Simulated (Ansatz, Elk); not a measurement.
**K2RbBrCl2: X-ray structure factors from the self-consistent density**

The structure of K2RbBrCl2 used here is made up (a known structure type with other elements) and was relaxed beforehand with PBE. The aim is the Fourier transform of its all-electron density, F(hkl), set beside the sum over free spherical atoms that refinements use.

Program: Elk 11.2.3 (patched build). Level of theory: DFT, PBE, all-electron APW+lo, Dirac cores, scalar-relativistic bands, static density, no spin. Results are calculated unless marked as measured.

The structure was built from a prototype and need not be the compound's stable phase.

### 1. Starting point

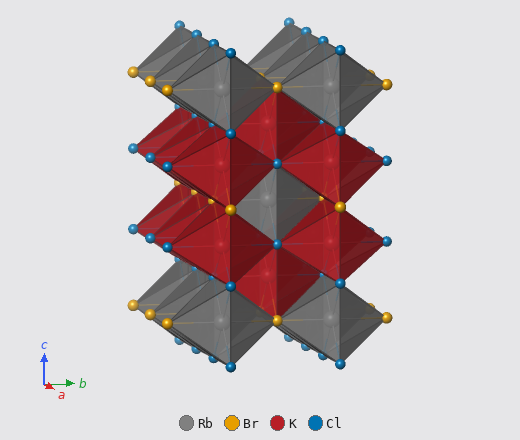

The starting structure, seen slightly off an axis (rubidium grey, bromine orange, potassium red, chlorine blue). 2×1×1 cells are drawn. This picture shows the conventional cell, with its axes. Some periodic images of atoms are drawn too.

Coordinates:

```cif
data_structure
_symmetry_space_group_name_H-M 'P 1'
_symmetry_Int_Tables_number 1
_cell_length_a 8.0882
_cell_length_b 8.0882
_cell_length_c 8.0882
_cell_angle_alpha 146.666
_cell_angle_beta 131.227
_cell_angle_gamma 60.361
_cell_volume 216.66
loop_
_atom_site_label
_atom_site_type_symbol
_atom_site_fract_x
_atom_site_fract_y
_atom_site_fract_z
_atom_site_occupancy
Rb1 Rb 0.00000 0.00000 0.00000 1
Br2 Br 0.50000 0.00000 0.50000 1
K3 K 0.67360 0.67360 0.00000 1
K4 K 0.32640 0.32640 0.00000 1
Cl5 Cl 0.82726 0.32726 0.50000 1
Cl6 Cl 0.17274 0.67274 0.50000 1
```

### 2. Ground state and structure factors

An all-electron density is needed, since X-rays see the cores too. Task 0 finds the density and task 195 Fourier-transforms it; tshift is off so that phases refer to the origin typed.

File elk.in:

```
tasks
  0
  195

xctype
  20

spinpol
  .false.

rgkmax
  7.0

gmaxvr
  14.0

lmaxo
  7

lmaxapw
  8

swidth
  0.002

tshift
  .false.

ramdisk
  .false.

hmaxvr
  5.5

maxscl
  120

epspot
  1e-06

sppath
  './'

avec
  -4.38366114727 6.31081527237 13.21257804879
  4.38366114727 -6.31081527237 13.21257804879
  4.38366114727 6.31081527237 -13.21257804879

atoms
  4
  'Rb.in'
  1
  -0.0000000000 -0.0000000000 -0.0000000000   0.000000 0.000000 0.000000
  'Br.in'
  1
  0.5000000000 -0.0000000000 0.5000000000   0.000000 0.000000 0.000000
  'K.in'
  2
  0.6735985363 0.6735985363 -0.0000000000   0.000000 0.000000 0.000000
  0.3264014637 0.3264014637 -0.0000000000   0.000000 0.000000 0.000000
  'Cl.in'
  2
  0.8272572458 0.3272572458 0.5000000000   0.000000 0.000000 0.000000
  0.1727427542 0.6727427542 0.5000000000   0.000000 0.000000 0.000000

ngridk
  6 6 6
```

Started as:

```console
$ OMP_NUM_THREADS=4 elk
```

Numbers of over 12 decimals in the logs are rounded to 6 here.

The log of the run:

```text
┌─────────────────────────┐
│ Elk code version 11.2.3 │
└─────────────────────────┘

All units are atomic (Hartree, Bohr, etc.)

┌─────────────────────────────────────────────────┐
│ Ground-state run starting from atomic densities │
└─────────────────────────────────────────────────┘

Lattice vectors :
  -4.383661147       6.310815272       13.21257805
   4.383661147      -6.310815272       13.21257805
   4.383661147       6.310815272      -13.21257805

Reciprocal lattice vectors :
  0.5592107464E-17  0.4978109037      0.2377728738
  0.7166595565      0.9593577049E-17  0.2377728738
  0.7166595565      0.4978109037      0.2416683874E-17

Unit cell volume      :    1462.076178
Brillouin zone volume :   0.1696561486

Muffin-tin inner radius fraction :   0.1000000000E-01

Nuclei treated as point charges

Species : 1 (Rb)
 parameters loaded from : Rb.in
 name : rubidium
 nuclear charge    :   -37.00000000
 electronic charge :    37.00000000
 atomic mass :    155798.2686
 muffin-tin radius :    2.600000000
 number of radial points in muffin-tin :   1193
 inner part over the whole radius :   0.9947532429E-02
 number on inner part of muffin-tin    :    847
 approximate nuclear radius :   0.7999050501E-04
 number of mesh points to nuclear radius :    413
 atomic positions (lattice), magnetic fields (Cartesian) :
  1 :   0.00000000  0.00000000  0.00000000    0.00000000  0.00000000  0.00000000

Species : 2 (Br)
 parameters loaded from : Br.in
 name : bromine
 nuclear charge    :   -35.00000000
 electronic charge :    35.00000000
 atomic mass :    145656.0816
 muffin-tin radius :    2.400000000
 number of radial points in muffin-tin :    993
 inner part over the whole radius :   0.9934012010E-02
 number on inner part of muffin-tin    :    703
 approximate nuclear radius :   0.7858070945E-04
 number of mesh points to nuclear radius :    344
 atomic positions (lattice), magnetic fields (Cartesian) :
  1 :   0.50000000  0.00000000  0.50000000    0.00000000  0.00000000  0.00000000

Species : 3 (K)
 parameters loaded from : K.in
 name : potassium
 nuclear charge    :   -19.00000000
 electronic charge :    19.00000000
 atomic mass :    71271.84090
 muffin-tin radius :    2.400000000
 number of radial points in muffin-tin :    993
 inner part over the whole radius :   0.9891652203E-02
 number on inner part of muffin-tin    :    697
 approximate nuclear radius :   0.6514746337E-04
 number of mesh points to nuclear radius :    319
 atomic positions (lattice), magnetic fields (Cartesian) :
  1 :  -0.32640146 -0.32640146  0.00000000    0.00000000  0.00000000  0.00000000
  2 :   0.32640146  0.32640146  0.00000000    0.00000000  0.00000000  0.00000000

Species : 4 (Cl)
 parameters loaded from : Cl.in
 name : chlorine
 nuclear charge    :   -17.00000000
 electronic charge :    17.00000000
 atomic mass :    64626.86550
 muffin-tin radius :    2.200000000
 number of radial points in muffin-tin :    793
 inner part over the whole radius :   0.9992010025E-02
 number on inner part of muffin-tin    :    555
 approximate nuclear radius :   0.6305718926E-04
 number of mesh points to nuclear radius :    253
 atomic positions (lattice), magnetic fields (Cartesian) :
  1 :  -0.17274275  0.32725725  0.50000000    0.00000000  0.00000000  0.00000000
  2 :   0.17274275 -0.32725725  0.50000000    0.00000000  0.00000000  0.00000000

Total number of atoms per unit cell :    6
Total muffin-tin volume :    336.5441602
 ratio of muffin-tin to unit cell volume :   0.2301823702

Spin treatment :
 spin-unpolarised

Number of Bravais lattice symmetries :    8
Number of crystal symmetries         :    8
Crystal has inversion symmetry
Real symmetric eigensolver will be used

k-point grid :      6     6     6
k-point offset :    0.000000000       0.000000000       0.000000000
k-point set is reduced with full crystal symmetry group
Total number of k-points :       46

Muffin-tin radius times maximum |G+k| :    7.000000000
 using average radius
[...]
correlation                 :     -6.373116
 electron entropic           :    -0.48957571217108E-11
 total energy                :     -7719.0107605446

Density of states at Fermi energy :   0.5024322716E-07
 (states/Hartree/unit cell)

Estimated indirect band gap :   0.1758995387
 from k-point 27 to k-point 1
Estimated direct band gap   :   0.1761854129
 at k-point 1

Charges :
 core                        :    86.00000000
 valence                     :    58.00000000
 interstitial                :    8.268144418
 muffin-tins (core leakage)
  species : 1 (Rb)
[...]
species : 2 (Br)
[...]
species : 3 (K)
[...]
species : 4 (Cl)
[...]
total in muffin-tins        :    135.7318556
 total calculated charge     :    143.9998517
 total charge                :    144.0000000
 error                       :   0.1482982833E-03

RMS change in Kohn-Sham potential (target) :   0.2951811255     (  0.1000000000E-05)
Absolute change in total energy (target)   :    2.218151584     (  0.1000000000E-03)

[... loops 3 to 13 left out ...]

┌──────────────────┐
│ Loop number : 14 │
└──────────────────┘

Energies :
 Fermi                       :     0.12687950263487E-01
 sum of occupied eigenvalues :     -4487.2516577671
 electron kinetic            :      7879.2136598611
 core electron kinetic       :      7496.4320264008
 Coulomb                     :     -15278.403621525
 Coulomb potential           :     -11955.312460027
 nuclear-nuclear             :     -828.10427728808
 electron-nuclear            :     -16957.904619121
 Hartree                     :      2507.6052748836
 Madelung                    :     -9300.7473915115
 xc potential                :     -411.15285760067
 exchange                    :     -310.22743435844
 correlation                 :     -6.370717
 electron entropic           :    -0.49522917190638E-11
 total energy                :     -7715.7881128049

Density of states at Fermi energy :   0.5025838133E-07
 (states/Hartree/unit cell)

Estimated indirect band gap :   0.1696386604
 from k-point 1 to k-point 1
Estimated direct band gap   :   0.1696386604
 at k-point 1

Charges :
 core                        :    86.00000000
 valence                     :    58.00000000
 interstitial                :    8.538050339
 muffin-tins (core leakage)
  species : 1 (Rb)
[...]
species : 2 (Br)
[...]
species : 3 (K)
[...]
species : 4 (Cl)
[...]
total in muffin-tins        :    135.4619497
 total calculated charge     :    143.9998497
 total charge                :    144.0000000
 error                       :   0.1503307607E-03

RMS change in Kohn-Sham potential (target) :   0.6836489953E-07 (  0.1000000000E-05)
Absolute change in total energy (target)   :   0.8736733162E-04 (  0.1000000000E-03)

Convergence targets achieved

┌──────────────────┐
│ Loop number : 15 │
└──────────────────┘

Energies :
 Fermi                       :     0.12687959858357E-01
 sum of occupied eigenvalues :     -4487.2516543298
 electron kinetic            :      7879.2136630005
 core electron kinetic       :      7496.4320284908
 Coulomb                     :     -15278.403620892
 Coulomb potential           :     -11955.312459893
 nuclear-nuclear             :     -828.10427728808
 electron-nuclear            :     -16957.904617869
 Hartree                     :      2507.6052742644
 Madelung                    :     -9300.7473909455
 xc potential                :     -411.15285743693
 exchange                    :     -310.22743430201
 correlation                 :     -6.370717
 electron entropic           :    -0.49522908292208E-11
 total energy                :     -7715.7881089756

Density of states at Fermi energy :   0.5025836750E-07
 (states/Hartree/unit cell)

Estimated indirect band gap :   0.1696386276
 from k-point 1 to k-point 1
Estimated direct band gap   :   0.1696386276
 at k-point 1

Charges :
 core                        :    86.00000000
 valence                     :    58.00000000
 interstitial                :    8.538050328
 muffin-tins (core leakage)
  species : 1 (Rb)
[...]
species : 2 (Br)
[...]
species : 3 (K)
[...]
atom 2                    :    17.58563661     ( -0.1018831810E-06)
  species : 4 (Cl)
   atom 1                    :    15.67293198     (  0.1505295575E-04)
   atom 2                    :    15.67293198     (  0.1505295575E-04)
 total in muffin-tins        :    135.4619497
 total calculated charge     :    143.9998497
 total charge                :    144.0000000
 error                       :   0.1503307688E-03

┌──────────────────────────────┐
│ Self-consistent loop stopped │
└──────────────────────────────┘

Wrote STATE.OUT
```

Run time: 2 min. Hardware: 4 threads of Intel Xeon Platinum 8223CL at 3.00GHz (Skylake/Cascade Lake), shared host; peak memory 0.37 GiB.

SFACRHO.OUT:

```text

h k l indices transformed by vhmat matrix:
   1.000000000       0.000000000       0.000000000    
   0.000000000       1.000000000       0.000000000    
   0.000000000       0.000000000       1.000000000    

      h      k      l  multipl.   |H|            Re(F)            Im(F)           |F|

      0      0      0      1   0.0000000       144.00000     -0.41158388E-15   144.00000    
      1      1     -1      2  0.47554575       30.398149      0.38044468E-14   30.398149    
      0     -1      1      4  0.55168074      0.24640322      0.63407447E-14  0.24640322    
      0     -1      0      4  0.75507408       36.263840     -0.50725957E-14   36.263840    
     -2     -1      1      4  0.86985007       3.9632389     -0.11571859E-13   3.9632389    
      1     -1      0      4  0.87259190       4.0506929     -0.15804731E-14   4.0506929    
     -2     -2      2      2  0.95109150       41.874803     -0.38044468E-14   41.874803    
      0      2     -1      8  0.99376072     -0.45539481     -0.10145191E-13  0.45539481    
      1     -1      1      2  0.99562181       120.28454     -0.94707071E-14   120.28454    
     -2     -1      2      4   1.0111500       119.29227      0.33288910E-14   119.29227    
      0      2     -2      4   1.1033615       28.503785      0.63407447E-14   28.503785    
     -2      1      0      8   1.2495598       33.623914      0.63407447E-14   33.623914    
      3      2     -2      4   1.2888810      -1.1415140     -0.12681489E-14   1.1415140    
      1      3     -2      8   1.2907330      0.95594458     -0.13949638E-13  0.95594458    
      1      3     -3      4   1.3768943       38.653323      0.76088936E-14   38.653323    
      2      3     -2      4   1.3881640       22.708354      0.63407447E-14   22.708354    
      1      2     -3      8   1.4190445       105.48143      0.14900750E-13   105.48143    
     -3     -3      3      2   1.4266372       104.10634      0.11413340E-13   104.10634
```

Elk indexes on the primitive cell of elk.in and gives |H| = 4π sin θ/λ in inverse bohr. Below, one row stands for each form hkl of the conventional cell (m members, Friedel mates merged), F is for one primitive cell and the density is static (no thermal factor). Free-atom factors are Waasmaier and Kirfel's, and R is Σm||F|−|F'||/Σm|F|.

| hkl | m | sin θ/λ (Å⁻¹) | abs F, DFT | neutral atoms | diff. | ions | diff. |
| --- | --- | --- | --- | --- | --- | --- | --- |
| 002 | 2 | 0.071 | 30.398 | 30.442 | -0.044 | 30.398 | +0.000 |
| 011 | 4 | 0.083 | 0.246 | 0.214 | +0.032 | 0.274 | -0.028 |
| 101 | 4 | 0.114 | 36.264 | 36.258 | +0.006 | 36.234 | +0.029 |
| 013 | 4 | 0.131 | 3.963 | 4.607 | -0.644 | 4.087 | -0.124 |
| 110 | 4 | 0.131 | 4.051 | 4.694 | -0.644 | 4.180 | -0.130 |
| 004 | 2 | 0.143 | 41.875 | 41.828 | +0.047 | 41.826 | +0.049 |
| 112 | 8 | 0.149 | 0.455 | 0.541 | -0.086 | 0.452 | +0.004 |
| 020 | 2 | 0.150 | 120.284 | 119.519 | +0.765 | 120.047 | +0.237 |
| 103 | 4 | 0.152 | 119.292 | 118.565 | +0.727 | 119.060 | +0.232 |
| 022 | 4 | 0.166 | 28.504 | 28.586 | -0.082 | 28.504 | -0.000 |
| 121 | 8 | 0.188 | 33.624 | 33.665 | -0.041 | 33.617 | +0.007 |
| 015 | 4 | 0.194 | 1.141 | 1.200 | -0.059 | 1.180 | -0.038 |
| 114 | 8 | 0.194 | 0.956 | 0.933 | +0.023 | 0.975 | -0.019 |
| 024 | 4 | 0.207 | 38.653 | 38.680 | -0.027 | 38.647 | +0.007 |
| 105 | 4 | 0.209 | 22.708 | 22.763 | -0.055 | 22.721 | -0.013 |
| 123 | 8 | 0.213 | 105.481 | 105.376 | +0.105 | 105.349 | +0.132 |
| 006 | 2 | 0.214 | 104.106 | 104.015 | +0.091 | 103.983 | +0.123 |
| 200 | 2 | 0.215 | 105.405 | 105.316 | +0.089 | 105.280 | +0.125 |
| 202 | 4 | 0.227 | 27.198 | 27.228 | -0.031 | 27.206 | -0.008 |
| 031 | 4 | 0.227 | 0.137 | 0.100 | +0.036 | 0.109 | +0.027 |
| 211 | 8 | 0.231 | 0.121 | 0.096 | +0.025 | 0.103 | +0.018 |
| 033 | 4 | 0.249 | 4.866 | 4.697 | +0.169 | 4.860 | +0.006 |

The ions are K+, Rb+, Br− and Cl−, by formal charge.

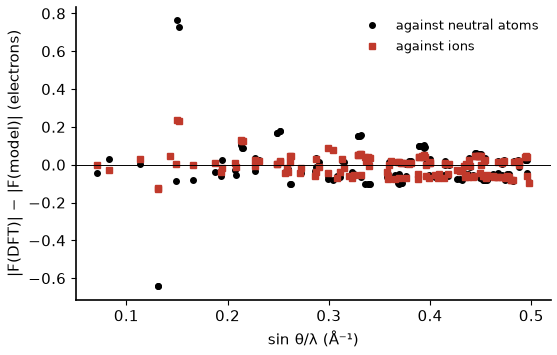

Difference between the calculated structure factors and the independent-atom ones.

### 3. The highest occupied states alone

An energy window below the Fermi level keeps the highest occupied states, to see at which angles they scatter; shallow core shells can lie inside it and anion s states outside. No new self-consistency is needed.

Changes to elk.in since step 2:

```diff
@@ -1,3 +1,2 @@
 tasks
-  0
   195
@@ -40,2 +39,5 @@
 
+wsfac
+  -0.354810 0.312690
+
 sppath
```

Started as:

```console
$ OMP_NUM_THREADS=4 elk
```

The log of the run:

```text
┌─────────────────────────────────┐
│ Elk code version 11.2.3 started │
└─────────────────────────────────┘

Info(readinput): the functional depends on the density's gradient
 muffin-tin radial points multiplied by    2.00000
 (not where nrmtscf is given)

┌────────────────────┐
│ Current task : 195 │
└────────────────────┘

Info(sfacrho): density structure factors written to SFACRHO.OUT

 Energy window :  -0.3548100000      0.3126900000

┌──────────────────┐
│ Elk code stopped │
└──────────────────┘
```

Run time: 33 s. Hardware: 4 threads; peak memory 0.27 GiB; 38 s of CPU time.

States within 10 eV below the Fermi level hold 24.00 electrons; any levels below the window count with the cores. Their amplitudes can exceed the total, where window and core parts have opposite phase:

| hkl | sin θ/λ (Å⁻¹) | abs F, window | abs F, all |
| --- | --- | --- | --- |
| 002 | 0.071 | 4.347 | 30.398 |
| 011 | 0.083 | 4.941 | 0.246 |
| 101 | 0.114 | 4.142 | 36.264 |
| 013 | 0.131 | 5.585 | 3.963 |
| 110 | 0.131 | 5.608 | 4.051 |
| 004 | 0.143 | 3.886 | 41.875 |
| 112 | 0.149 | 4.260 | 0.455 |
| 020 | 0.150 | 11.531 | 120.284 |
| 103 | 0.152 | 11.240 | 119.292 |
| 022 | 0.166 | 2.061 | 28.504 |

### 4. Another functional

The difference from free atoms is small, so it is set against the change that LDA (Perdew-Wang) makes.

Changes to elk.in since step 3:

```diff
@@ -1,2 +1,3 @@
 tasks
+  0
   195
@@ -4,3 +5,3 @@
 xctype
-  20
+  3
 
@@ -39,5 +40,2 @@
 
-wsfac
-  -0.354810 0.312690
-
 sppath
```

Started as:

```console
$ OMP_NUM_THREADS=4 elk
```

The log of the run:

```text
┌─────────────────────────┐
│ Elk code version 11.2.3 │
└─────────────────────────┘

All units are atomic (Hartree, Bohr, etc.)

┌─────────────────────────────────────────────────┐
│ Ground-state run starting from atomic densities │
└─────────────────────────────────────────────────┘

Lattice vectors :
  -4.383661147       6.310815272       13.21257805
   4.383661147      -6.310815272       13.21257805
   4.383661147       6.310815272      -13.21257805

Reciprocal lattice vectors :
  0.5592107464E-17  0.4978109037      0.2377728738
[...]
muffin-tins (core leakage)
  species : 1 (Rb)
[...]
species : 2 (Br)
[...]
species : 3 (K)
[...]
species : 4 (Cl)
   atom 1                    :    15.63111982     (  0.7534069134E-05)
   atom 2                    :    15.63111982     (  0.7534069134E-05)
 total in muffin-tins        :    135.3079618
 total calculated charge     :    143.9998823
 total charge                :    144.0000000
 error                       :   0.1177294340E-03

┌──────────────────────────────┐
│ Self-consistent loop stopped │
└──────────────────────────────┘

Wrote STATE.OUT
[key lines of the parts left out:]
total energy                :     -7703.3105356907
```

Elapsed: 96 s, on 4 threads; peak memory 0.34 GiB; 4.6 min of CPU time.

Against the first run R = 0.06 %; the largest change is -0.117 at 103.

### 5. Basis size

A smaller basis shows how fast F responds to it; the change is likely larger than the basis error of the first run, but doesn't show convergence.

Changes to elk.in since step 4:

```diff
@@ -5,3 +5,3 @@
 xctype
-  3
+  20
 
@@ -11,3 +11,3 @@
 rgkmax
-  7.0
+  5.5
```

Started as:

```console
$ OMP_NUM_THREADS=4 elk
```

The log of the run:

```text
┌─────────────────────────┐
│ Elk code version 11.2.3 │
└─────────────────────────┘

All units are atomic (Hartree, Bohr, etc.)

┌─────────────────────────────────────────────────┐
│ Ground-state run starting from atomic densities │
└─────────────────────────────────────────────────┘

Lattice vectors :
  -4.383661147       6.310815272       13.21257805
   4.383661147      -6.310815272       13.21257805
   4.383661147       6.310815272      -13.21257805

Reciprocal lattice vectors :
  0.5592107464E-17  0.4978109037      0.2377728738
[...]
muffin-tins (core leakage)
  species : 1 (Rb)
[...]
species : 2 (Br)
[...]
species : 3 (K)
[...]
species : 4 (Cl)
   atom 1                    :    15.61906630     (  0.1494390285E-04)
   atom 2                    :    15.61906630     (  0.1494390285E-04)
 total in muffin-tins        :    135.2534103
 total calculated charge     :    143.9998367
 total charge                :    144.0000000
 error                       :   0.1633263802E-03

┌──────────────────────────────┐
│ Self-consistent loop stopped │
└──────────────────────────────┘

Wrote STATE.OUT
[key lines of the parts left out:]
total energy                :     -7715.6768516191
```

Run time: 82 s. Hardware: 4 threads; peak memory 0.34 GiB; 3 min of CPU time.

Against the first run R = 0.07 %; the largest change is -0.080 at 123.

### 6. Settings against the effect

| run | R against the first run (%) | R against neutral atoms, low angle (%) | wall time |
| --- | --- | --- | --- |
| PBE, rgkmax 7 | 0.00 | 0.41 | 2 min |
| LDA (Perdew-Wang) | 0.06 | 0.33 | 96 s |
| rgkmax 5.5 | 0.07 | 0.39 | 82 s |

### 7. Summary of results

| Item | Value |
| --- | --- |
| R against neutral atoms, sin θ/λ < 0.3 Å⁻¹ | 0.41 % |
| R against neutral atoms, 0.3 to 0.50 Å⁻¹ | 0.24 % |
| R against ions, below 0.3 Å⁻¹ | 0.16 % |

Independent neutral atoms miss the calculated amplitudes by R = 0.41 % below 0.3 Å⁻¹ and 0.24 % from there to 0.50 Å⁻¹; by shells, 1.36 % below 0.15 Å⁻¹ (8 forms), 0.29 % 0.15 to 0.3 (31 forms), 0.27 % 0.3 to 0.45 (75 forms), 0.18 % above 0.45 (35 forms). Bonding, aspherical density and the tables' own atoms all enter these figures, and the runs don't part them. The largest change of an amplitude is +0.77 electrons, at 020. Formal ions give R = 0.16 % at low angle, nearer than neutral atoms. The window's part falls from 24.0 electrons at the origin to at most 0.54 between 0.45 and 0.50 Å⁻¹. Below 0.3 Å⁻¹ the changes that finished (LDA (Perdew-Wang) and rgkmax 5.5) move F by R = 0.09 % at most, against the 0.41 % that separates it from free atoms. The k-mesh has no finished test. Part of the difference isn't bonding: the tables are fits to free atoms and ions calculated by other methods than this functional. Thermal motion, anomalous dispersion and extinction are left out.

[Logs are printed without paths, hosts, clocks, repeated set-up lines and the standing remarks that a program may print on its own settings, such as how far it seeks lower states.]

[Hosts, paths, dates, database ids (printed as entryN), source tags and the programs' standing remarks are cut or masked in the printed files.]
